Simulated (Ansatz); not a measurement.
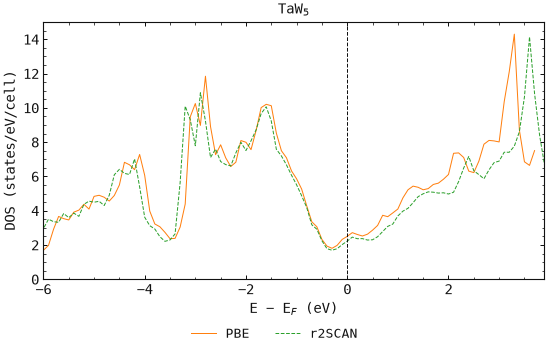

Total densities of states of TaW₅, space group P4/mmm (No. 123), 6 atoms in the cell, by two methods on the same cell. Each is counted from its own Fermi level.

Q: What changes from one method to the other?

A: PBE gives a metal with about 2.4 states per eV and cell at the Fermi level and r2SCAN gives a metal with about 2.2 states per eV and cell at the Fermi level.

Settings. PBE: DFT PBE, scalar-relativistic, plane waves, PAW, no spin polarisation, 12×12×4 k mesh, 420 eV cutoff, Gaussian smearing of 0.1 eV (Ansatz). r2SCAN: DFT r2SCAN, scalar-relativistic, plane waves, PAW, no spin polarisation, 12×12×4 k mesh, 500 eV cutoff, Gaussian smearing of 0.1 eV (Ansatz).

The structure is an invented one, so it need not be a known or stable phase. Spin-orbit coupling is left out, which matters for W and Ta.
